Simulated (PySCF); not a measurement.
# BSi2H5O4: geometry relaxation

BSi2H5O4, multiplicity 3, SMILES OB(O)O[Si]O[SiH3], computed with PBE0-D3(BJ)/def2-SVP geometry optimisation, gas phase (PySCF 2.14.0).

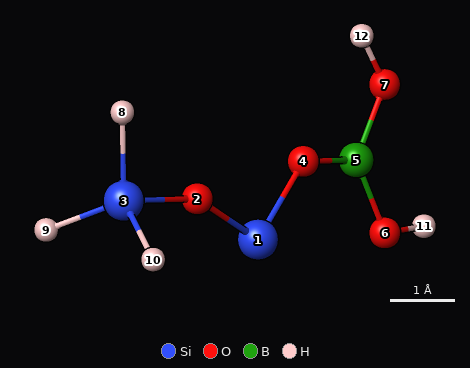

*The structure as given in the input (ball-and-stick view, seen at a tilt; atoms are numbered from 1 in the order of the input).*

Bond lengths as drawn: B–O 1.31 to 1.37 Å, H–O 0.95 to 0.96 Å, H–Si 1.43 to 1.47 Å and O–Si 1.64 to 1.67 Å.

### Key numbers

```json
{"quantity": "outcome", "value": "converged"}
{"quantity": "total energy", "value": "−906.871414 hartree"}
{"quantity": "⟨S²⟩", "value": "2.002"}
{"quantity": "dipole moment", "value": "0.88 D"}
{"quantity": "point group", "value": "C1"}
{"quantity": "hardware", "value": "1 CPU thread, shared host"}
{"quantity": "wall time", "value": "3.7 min"}
{"quantity": "peak memory", "value": "0.63 GiB"}
```

### The input
```
{"job": {"xc": "PBE0", "basis": "def2-SVP", "d3": "d3bj", "grid": 2, "kind": "geom", "shake": 0.01}, "charge": 0, "multiplicity": 3}
Si    -0.073999    -0.933009     0.268576
O     -1.587109    -0.254199     0.348274
Si    -3.222757    -0.272584     0.420570
O      1.030598     0.240176    -0.158652
B      2.328876     0.223601    -0.340294
O      3.020632    -0.920388    -0.161625
O      2.994497     1.372937    -0.675808
H     -3.514803     1.155633     0.382192
H     -3.743877    -1.007142    -0.692510
H     -3.579332    -0.934518     1.689161
H      3.957925    -0.840446    -0.293955
H      2.427840     2.142355    -0.768929
```

The first line tells a small driver script what to run in PySCF; the rest is the geometry in Å.

Launched with:
```bash
OMP_NUM_THREADS=1 python <driver script> task.json out
```

### Log
```
step   0  E = -906.86213295  max force = 0.045378
step   1  E = -906.86987811  max force = 0.008146
step   2  E = -906.87012885  max force = 0.002309
step   3  E = -906.87018937  max force = 0.002828
step   4  E = -906.87026544  max force = 0.001904
step   5  E = -906.87039975  max force = 0.001313
step   6  E = -906.87050897  max force = 0.001885
step   7  E = -906.87063688  max force = 0.002810
step   8  E = -906.87075374  max force = 0.002511
step   9  E = -906.87091391  max force = 0.002150
step  10  E = -906.87111216  max force = 0.002633
step  11  E = -906.87123282  max force = 0.001735
step  12  E = -906.87131714  max force = 0.001008
step  13  E = -906.87138117  max force = 0.000653
step  14  E = -906.87139649  max force = 0.000433
step  15  E = -906.87140734  max force = 0.000765
step  16  E = -906.87141406  max force = 0.000421
optimisation converged
```

### Trajectory as extended XYZ (Å, eV, eV/Å), 17 frames, from step=0 to step=16
```
12
Properties=species:S:1:pos:R:3:forces:R:3 step=0 energy=-24676.97557
Si   -0.0740   -0.9330    0.2686   -0.5166   0.0022   0.0525
O    -1.5871   -0.2542    0.3483    1.2151  -0.2986  -0.0853
Si   -3.2228   -0.2726    0.4206    0.6911   0.2287   0.7791
O     1.0306    0.2402   -0.1587   -2.3334   0.1775   0.2179
B     2.3289    0.2236   -0.3403    2.1947   0.7734  -0.2991
O     3.0206   -0.9204   -0.1616   -0.2439  -0.7776   0.1510
O     2.9945    1.3729   -0.6758    0.2779  -0.0834  -0.0777
H    -3.5148    1.1556    0.3822   -0.6395   0.5214   0.0169
H    -3.7439   -1.0071   -0.6925   -0.6711  -0.5656  -0.9592
H    -3.5793   -0.9345    1.6892   -0.4170  -0.0597   0.2877
H     3.9579   -0.8405   -0.2940    0.5777   0.1558  -0.1153
H     2.4278    2.1424   -0.7689   -0.1351  -0.0740   0.0314
12
Properties=species:S:1:pos:R:3:forces:R:3 step=1 energy=-24677.18632
Si   -0.0447   -0.8882    0.2593    0.2315  -0.0595  -0.0448
O    -1.5677   -0.2753    0.3913   -0.4189   0.1902   0.0759
Si   -3.2278   -0.2728    0.4861    0.1269   0.0708   0.0838
O     1.0818    0.2826   -0.1718   -0.0095   0.0865  -0.0024
B     2.4383    0.2144   -0.3446   -0.1470  -0.3725   0.0362
O     3.0679   -0.9822   -0.1635    0.0388   0.1311  -0.0100
O     3.1474    1.3161   -0.7053    0.0416   0.0970  -0.0034
H    -3.7244    1.1368    0.4521    0.1265  -0.0452  -0.0087
H    -3.8116   -1.0128   -0.6646   -0.0195  -0.0924  -0.0731
H    -3.6814   -0.9024    1.7650    0.0653  -0.0181  -0.0532
H     4.0160   -0.9061   -0.3129   -0.0220  -0.0319   0.0066
H     2.5782    2.0848   -0.8029   -0.0137   0.0441  -0.0068
12
Properties=species:S:1:pos:R:3:forces:R:3 step=2 energy=-24677.19315
Si   -0.0502   -0.8770    0.2636    0.0325  -0.0891  -0.0080
O    -1.5750   -0.2582    0.3936   -0.0448   0.1187   0.0363
Si   -3.2283   -0.2697    0.4853    0.0283  -0.0164  -0.0089
O     1.0755    0.2883   -0.1734    0.0094  -0.0247  -0.0165
B     2.4290    0.2014   -0.3493    0.0605  -0.0475   0.0495
O     3.0712   -0.9868   -0.1683   -0.1045   0.0341  -0.0081
O     3.1376    1.3104   -0.6985    0.0360   0.0721  -0.0360
H    -3.7068    1.1410    0.4441    0.0181   0.0020  -0.0075
H    -3.8041   -1.0270   -0.6655   -0.0127  -0.0204   0.0038
H    -3.6640   -0.9021    1.7652   -0.0060  -0.0203  -0.0063
H     4.0185   -0.9066   -0.3176   -0.0199   0.0036  -0.0007
H     2.5688    2.0811   -0.7908    0.0030  -0.0122   0.0023
12
Properties=species:S:1:pos:R:3:forces:R:3 step=3 energy=-24677.19479
Si   -0.0464   -0.8528    0.2721   -0.0376  -0.0809   0.0000
O    -1.5746   -0.2350    0.4000    0.1454   0.0809   0.0190
Si   -3.2243   -0.2754    0.4858   -0.0338  -0.0710  -0.0528
O     1.0745    0.3135   -0.1709   -0.0434   0.1186  -0.0293
B     2.4255    0.2141   -0.3506   -0.0174   0.0251   0.0153
O     3.0274   -0.9925   -0.1702    0.0706   0.0070  -0.0199
O     3.1556    1.3115   -0.7022   -0.0289  -0.0695   0.0133
H    -3.7101    1.1305    0.4386   -0.0395   0.0208  -0.0031
H    -3.7850   -1.0501   -0.6647   -0.0052   0.0206   0.0354
H    -3.6484   -0.9175    1.7634   -0.0342  -0.0100   0.0167
H     3.9763   -0.9449   -0.3207    0.0239  -0.0178   0.0002
H     2.6016    2.0934   -0.7923    0.0002  -0.0239   0.0052
12
Properties=species:S:1:pos:R:3:forces:R:3 step=4 energy=-24677.19686
Si   -0.0467   -0.8390    0.2804   -0.0380  -0.0774  -0.0017
O    -1.5737   -0.2171    0.4066    0.0979   0.0813   0.0276
Si   -3.2244   -0.2755    0.4865   -0.0405  -0.0653  -0.0359
O     1.0758    0.3252   -0.1668   -0.0199   0.0698  -0.0057
B     2.4259    0.2134   -0.3482    0.0118   0.0282  -0.0380
O     3.0247   -0.9958   -0.1759    0.0279  -0.0208   0.0086
O     3.1617    1.3048   -0.7046   -0.0134  -0.0370   0.0192
H    -3.7286    1.1248    0.4366   -0.0200   0.0058   0.0006
H    -3.7752   -1.0565   -0.6635    0.0018   0.0148   0.0163
H    -3.6516   -0.9245    1.7609   -0.0121   0.0044   0.0080
H     3.9731   -0.9538   -0.3317    0.0069  -0.0030   0.0003
H     2.6110    2.0889   -0.7918   -0.0024  -0.0008   0.0007
12
Properties=species:S:1:pos:R:3:forces:R:3 step=5 energy=-24677.20052
Si   -0.0490   -0.7860    0.3008   -0.0238  -0.0468  -0.0111
O    -1.5709   -0.1481    0.4309    0.0008   0.0675   0.0457
Si   -3.2215   -0.2792    0.4913   -0.0534  -0.0536  -0.0071
O     1.0774    0.3707   -0.1648    0.0121  -0.0316  -0.0013
B     2.4228    0.2153   -0.3563    0.0497   0.0527  -0.0132
O     2.9926   -1.0080   -0.1856   -0.0304  -0.0675   0.0165
O     3.1881    1.2837   -0.7153   -0.0015   0.0085  -0.0054
H    -3.7902    1.0977    0.4420    0.0154  -0.0166   0.0087
H    -3.7308   -1.0773   -0.6641    0.0168   0.0043  -0.0238
H    -3.6449   -0.9594    1.7528    0.0280   0.0333  -0.0010
H     3.9411   -0.9961   -0.3463   -0.0137   0.0211  -0.0013
H     2.6572    2.0816   -0.7971   -0.0001   0.0288  -0.0067
12
Properties=species:S:1:pos:R:3:forces:R:3 step=6 energy=-24677.20349
Si   -0.0533   -0.7288    0.3300   -0.0118   0.0003  -0.0215
O    -1.5688   -0.0717    0.4686   -0.0197   0.0355   0.0559
Si   -3.2140   -0.2856    0.4965   -0.0562  -0.0427  -0.0086
O     1.0767    0.4185   -0.1581    0.0299  -0.0969   0.0232
B     2.4158    0.2207   -0.3602    0.0337   0.0595  -0.0608
O     2.9482   -1.0201   -0.1911   -0.0459  -0.0598   0.0346
O     3.2093    1.2617   -0.7363    0.0066   0.0276   0.0041
H    -3.8467    1.0631    0.4582    0.0176  -0.0157   0.0103
H    -3.6645   -1.0895   -0.6789    0.0206   0.0035  -0.0308
H    -3.6275   -1.0065    1.7387    0.0311   0.0381   0.0025
H     3.8947   -1.0421   -0.3618   -0.0112   0.0279  -0.0025
H     2.7022    2.0752   -0.8171    0.0052   0.0226  -0.0064
12
Properties=species:S:1:pos:R:3:forces:R:3 step=7 energy=-24677.20697
Si   -0.0605   -0.6714    0.3715    0.0180   0.0675  -0.0311
O    -1.5656    0.0114    0.5354   -0.0416  -0.0087   0.0595
Si   -3.1999   -0.2933    0.5051   -0.0336  -0.0056  -0.0165
O     1.0716    0.4608   -0.1544    0.0332  -0.1445   0.0143
B     2.4028    0.2250   -0.3733   -0.0036   0.0419  -0.0126
O     2.9011   -1.0282   -0.1844   -0.0361  -0.0186   0.0131
O     3.2197    1.2368   -0.7768    0.0120   0.0281  -0.0090
H    -3.9023    1.0204    0.5030    0.0155  -0.0081   0.0072
H    -3.5697   -1.0695   -0.7162    0.0150  -0.0033  -0.0207
H    -3.6058   -1.0805    1.7081    0.0206   0.0223   0.0028
H     3.8448   -1.0801   -0.3640   -0.0045   0.0188  -0.0035
H     2.7358    2.0636   -0.8657    0.0052   0.0103  -0.0038
12
Properties=species:S:1:pos:R:3:forces:R:3 step=8 energy=-24677.21015
Si   -0.0658   -0.6394    0.4268    0.0259   0.1104  -0.0294
O    -1.5615    0.0626    0.6212   -0.0146  -0.0483   0.0497
Si   -3.1843   -0.2957    0.5120   -0.0003   0.0282  -0.0287
O     1.0636    0.4729   -0.1468    0.0188  -0.1291   0.0093
B     2.3895    0.2243   -0.3839   -0.0396   0.0082   0.0070
O     2.8786   -1.0291   -0.1679   -0.0053   0.0311  -0.0063
O     3.2068    1.2177   -0.8298    0.0093   0.0163  -0.0049
H    -3.9299    0.9919    0.5619    0.0016   0.0053   0.0002
H    -3.4761   -1.0090   -0.7680   -0.0004  -0.0092   0.0024
H    -3.5986   -1.1578    1.6579   -0.0016  -0.0055   0.0009
H     3.8190   -1.0914   -0.3612    0.0036   0.0009  -0.0022
H     2.7307    2.0476   -0.9337    0.0024  -0.0083   0.0019
12
Properties=species:S:1:pos:R:3:forces:R:3 step=9 energy=-24677.21451
Si   -0.0652   -0.6412    0.5028    0.0147   0.1106  -0.0196
O    -1.5534    0.0712    0.7297    0.0160  -0.0654   0.0473
Si   -3.1674   -0.2899    0.5158    0.0473   0.0568  -0.0309
O     1.0518    0.4455   -0.1350   -0.0082  -0.0534  -0.0095
B     2.3760    0.2154   -0.3947   -0.0532  -0.0353   0.0437
O     2.8927   -1.0199   -0.1392    0.0304   0.0736  -0.0381
O     3.1640    1.2059   -0.8976    0.0022   0.0000  -0.0028
H    -3.9270    0.9835    0.6402   -0.0116   0.0168  -0.0110
H    -3.3848   -0.8949   -0.8334   -0.0219  -0.0200   0.0226
H    -3.6177   -1.2384    1.5750   -0.0237  -0.0364  -0.0101
H     3.8300   -1.0664   -0.3513    0.0106  -0.0219   0.0003
H     2.6731    2.0242   -1.0240   -0.0025  -0.0254   0.0082
12
Properties=species:S:1:pos:R:3:forces:R:3 step=10 energy=-24677.21990
Si   -0.0465   -0.6763    0.7743   -0.0351   0.0729   0.0396
O    -1.5244    0.0360    1.0873    0.0972  -0.0801  -0.0039
Si   -3.0688   -0.2552    0.5107    0.0990   0.0868   0.0272
O     0.9945    0.3452   -0.0553   -0.0531   0.1124  -0.0746
B     2.3032    0.1812   -0.4142   -0.0283  -0.0951   0.0865
O     2.9303   -0.9841   -0.0861    0.0796   0.1354  -0.0964
O     2.9694    1.1647   -1.0833   -0.0166  -0.0438   0.0204
H    -3.8790    0.9558    0.8067   -0.0379   0.0465  -0.0317
H    -3.0144   -0.5138   -0.9613   -0.0694  -0.0412   0.0479
H    -3.6533   -1.4150    1.2389   -0.0529  -0.0862  -0.0564
H     3.8462   -0.9776   -0.3812    0.0266  -0.0614   0.0140
H     2.4148    1.9340   -1.2481   -0.0091  -0.0463   0.0274
12
Properties=species:S:1:pos:R:3:forces:R:3 step=11 energy=-24677.22319
Si   -0.0444   -0.6789    0.7295   -0.0219   0.0221   0.0194
O    -1.5300    0.0238    1.0106    0.0472  -0.0406   0.0164
Si   -3.1012   -0.2596    0.5138    0.0731   0.0571   0.0028
O     1.0145    0.3441   -0.0746   -0.0533   0.0892  -0.0539
B     2.3298    0.1837   -0.4101    0.0002  -0.0559   0.0603
O     2.9582   -0.9809   -0.0871    0.0468   0.0728  -0.0572
O     3.0035    1.1779   -1.0551   -0.0095  -0.0306   0.0080
H    -3.8810    0.9759    0.7965   -0.0158   0.0201  -0.0185
H    -3.1252   -0.5737   -0.9473   -0.0399  -0.0283   0.0272
H    -3.6767   -1.3905    1.2961   -0.0292  -0.0454  -0.0298
H     3.8790   -0.9720   -0.3668    0.0114  -0.0353   0.0094
H     2.4456    1.9451   -1.2170   -0.0089  -0.0252   0.0158
12
Properties=species:S:1:pos:R:3:forces:R:3 step=12 energy=-24677.22548
Si   -0.0399   -0.6733    0.7485    0.0008  -0.0035   0.0171
O    -1.5269    0.0235    1.0314    0.0160  -0.0291   0.0136
Si   -3.0924   -0.2562    0.5149    0.0121   0.0221  -0.0009
O     1.0102    0.3440   -0.0745   -0.0398   0.0518  -0.0325
B     2.3253    0.1813   -0.4113    0.0241  -0.0205   0.0262
O     2.9602   -0.9786   -0.0886    0.0113   0.0123  -0.0188
O     2.9930    1.1750   -1.0622    0.0003  -0.0099   0.0003
H    -3.8762    0.9779    0.7961   -0.0050   0.0061  -0.0081
H    -3.1100   -0.5641   -0.9469   -0.0093  -0.0092   0.0067
H    -3.6802   -1.3999    1.2717   -0.0067  -0.0083  -0.0092
H     3.8799   -0.9733   -0.3714    0.0013  -0.0088   0.0036
H     2.4290    1.9384   -1.2193   -0.0051  -0.0030   0.0020
12
Properties=species:S:1:pos:R:3:forces:R:3 step=13 energy=-24677.22722
Si   -0.0292   -0.6794    0.8120    0.0085  -0.0193   0.0186
O    -1.5185    0.0050    1.1147   -0.0116  -0.0240  -0.0033
Si   -3.0606   -0.2465    0.5150   -0.0136   0.0026   0.0036
O     0.9906    0.3269   -0.0613   -0.0214   0.0336  -0.0173
B     2.3030    0.1747   -0.4152    0.0235  -0.0050  -0.0009
O     2.9618   -0.9679   -0.0812   -0.0063  -0.0132   0.0053
O     2.9433    1.1641   -1.0991    0.0047   0.0033   0.0012
H    -3.8586    0.9726    0.8235    0.0038  -0.0023  -0.0028
H    -3.0176   -0.4808   -0.9595    0.0078   0.0044  -0.0052
H    -3.6815   -1.4310    1.1780    0.0054   0.0095   0.0059
H     3.8765   -0.9574   -0.3793   -0.0016   0.0056  -0.0008
H     2.3629    1.9145   -1.2593    0.0009   0.0047  -0.0044
12
Properties=species:S:1:pos:R:3:forces:R:3 step=14 energy=-24677.22764
Si   -0.0249   -0.6855    0.8206    0.0071  -0.0104   0.0101
O    -1.5161   -0.0081    1.1296   -0.0139  -0.0222  -0.0037
Si   -3.0546   -0.2462    0.5150   -0.0085   0.0023  -0.0013
O     0.9842    0.3243   -0.0624   -0.0018   0.0220  -0.0116
B     2.2978    0.1758   -0.4157    0.0069  -0.0018  -0.0059
O     2.9607   -0.9630   -0.0772   -0.0067  -0.0156   0.0111
O     2.9345    1.1641   -1.1045    0.0003   0.0044   0.0029
H    -3.8502    0.9725    0.8312    0.0031  -0.0035  -0.0004
H    -3.0008   -0.4625   -0.9618    0.0079   0.0043  -0.0054
H    -3.6850   -1.4366    1.1579    0.0045   0.0092   0.0092
H     3.8754   -0.9509   -0.3750   -0.0012   0.0068  -0.0017
H     2.3511    1.9112   -1.2693    0.0022   0.0047  -0.0033
12
Properties=species:S:1:pos:R:3:forces:R:3 step=15 energy=-24677.22794
Si   -0.0177   -0.6946    0.8002   -0.0007   0.0228  -0.0161
O    -1.5139   -0.0324    1.1148   -0.0062  -0.0190   0.0132
Si   -3.0595   -0.2544    0.5146    0.0077   0.0051  -0.0180
O     0.9791    0.3356   -0.0783    0.0393  -0.0131   0.0016
B     2.2981    0.1855   -0.4147   -0.0327   0.0072  -0.0100
O     2.9516   -0.9577   -0.0717   -0.0020  -0.0111   0.0142
O     2.9480    1.1734   -1.0916   -0.0087   0.0024   0.0030
H    -3.8373    0.9761    0.8287   -0.0012  -0.0031   0.0038
H    -3.0190   -0.4776   -0.9619    0.0031  -0.0014  -0.0021
H    -3.6979   -1.4334    1.1694   -0.0015   0.0049   0.0102
H     3.8707   -0.9482   -0.3557    0.0000   0.0042  -0.0019
H     2.3698    1.9225   -1.2654    0.0029   0.0011   0.0021
12
Properties=species:S:1:pos:R:3:forces:R:3 step=16 energy=-24677.22812
Si   -0.0148   -0.7012    0.8022   -0.0030   0.0170  -0.0143
O    -1.5124   -0.0464    1.1257   -0.0029  -0.0111   0.0079
Si   -3.0550   -0.2553    0.5133    0.0067   0.0050  -0.0075
O     0.9745    0.3333   -0.0801    0.0214  -0.0126   0.0040
B     2.2937    0.1865   -0.4159   -0.0216   0.0066   0.0053
O     2.9504   -0.9536   -0.0680    0.0020  -0.0011   0.0016
O     2.9413    1.1752   -1.0937   -0.0001  -0.0006  -0.0036
H    -3.8288    0.9762    0.8327   -0.0011  -0.0004   0.0000
H    -3.0053   -0.4669   -0.9648    0.0004  -0.0038   0.0011
H    -3.7033   -1.4347    1.1576   -0.0021   0.0013   0.0027
H     3.8699   -0.9410   -0.3510    0.0002  -0.0003   0.0001
H     2.3617    1.9227   -1.2695    0.0002   0.0001   0.0027
```

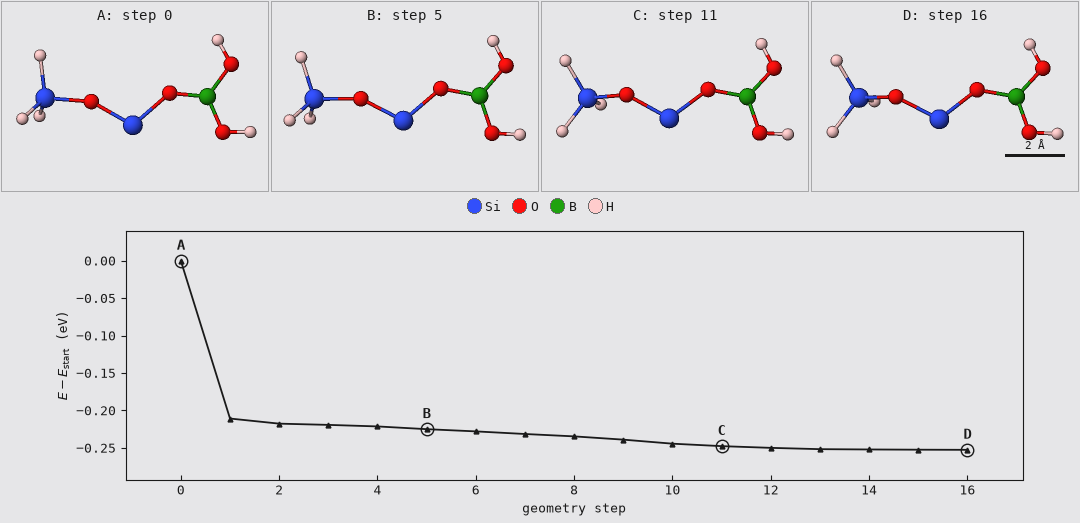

*Frames of the relaxation (ball-and-stick view, seen at a tilt) above the curves, on which the letters mark them (steps are counted from 0).*

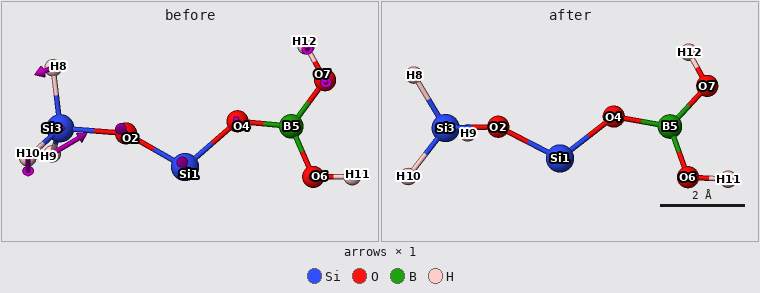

*Before (left) and after (right) the relaxation, at one scale (ball-and-stick view, seen at a tilt). The pink arrows give the displacements, at true length.*

The energy falls by 0.253 eV in 16 geometry steps. Largest force component: 2.3 eV/Å at the start, 0.022 eV/Å at the end. H9 moves most after the best rigid fit: 0.99 Å. By element the largest moves are H 0.99 Å, O 0.76 Å, Si 0.57 Å, B 0.06 Å. Among the contacts that change: Si3–H9 1.432 → 1.494 Å, O4–B5 1.311 → 1.369 Å, O2–Si3 1.637 → 1.673 Å, Si3–H8 1.458 → 1.489 Å. Among the angles that change: Si1–O2–Si3 155.2° → 135.1°, O2–Si3–H8 100.8° → 107.3°, Si1–O4–B5 133.1° → 129.0°. (Atoms are counted from 1 in the order of the input.)
